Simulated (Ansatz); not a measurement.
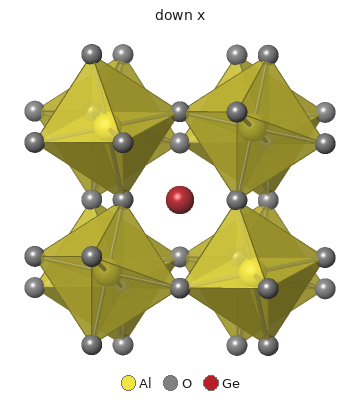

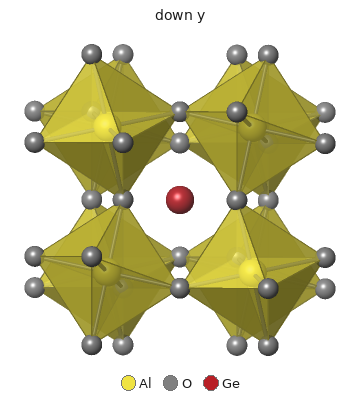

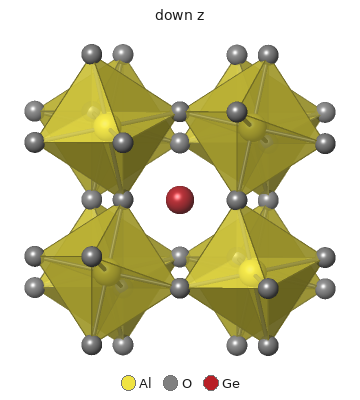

Blocks of 2 × 2 × 2 octahedra, seen down the three pseudocubic axes x, y and z (centre-to-centre directions).

The compound is AlGeO₃, taken as the end point of a relaxation (final pressure about 31 GPa) with DFT, PAW plane waves, pbe in Ansatz; the starting structure was generated, so it need not be a known form of this composition.

> Which atoms centre the octahedra, which link them, and which fill the cavities?

Al at the centres, O at the shared corners, Ge in the cavities: a perovskite-type framework of corner-sharing octahedra.

> Give the tilt system in Glazer's notation, with the angles.

About x: out of phase, 11.8°; about y: out of phase, 11.8°; about z: out of phase, 11.8°. Glazer symbol a⁻a⁻a⁻ (angles are the components of the best-fitting rigid rotation, averaged over the octahedra).

> What are the Al–O–Al angles?

Al–O–Al angles along x: 146.1°; along y: 146.1°; along z: 146.1°.

> Which space group does the whole structure have?

R-3c (No. 167).
